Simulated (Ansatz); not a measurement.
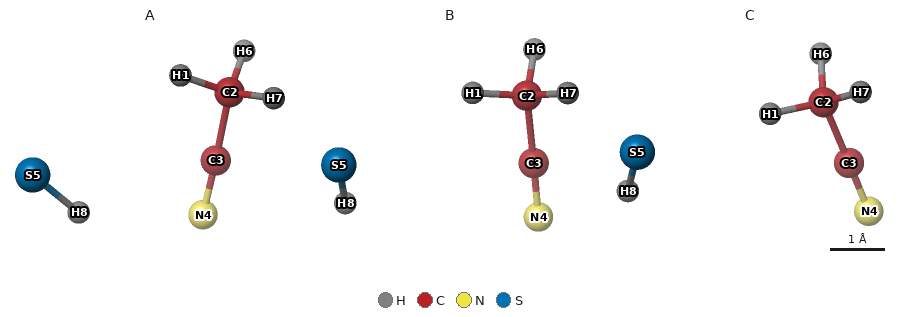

3 geometries from one relaxation of C2H4NS (multiplicity 2), in shuffled order. The picture is a ball-and-stick view, seen at a tilt.

The run prepares an end point of a later path (reaction) calculation, from a guessed geometry.

Computed with Ansatz, UKS PBE0-D4/def2-SVPD. (collinear spin; force threshold 0.03 eV/Å; at most 50 steps)

### Put them in the order of the run, from the start to the converged end.

C, B, A. They are steps 0, 8, 18, at +0.073 eV, +0.045 eV relative to the last. The atom that moves furthest after the best rigid fit is N4 (1.25 Å). By element the largest moves are N 1.25 Å, H 1.03 Å, C 0.64 Å, S 0.63 Å. Some distances before and after: H1–C2 1.087 → 1.099 Å, S5–H8 1.353 → 1.358 Å. After 17 accepted moves (18 points after the start) the energy has fallen by 0.073 eV. Largest force component: 0.4 eV/Å at the start, 0.0058 eV/Å at the end. The line search rejected the trial step at point 3 of the run. The forces were under the threshold at step 4, but the run went on from there.

Limits of the set-up: the start holds two separate molecules, 2.7 Å apart at their closest, whose relative position is a soft coordinate.
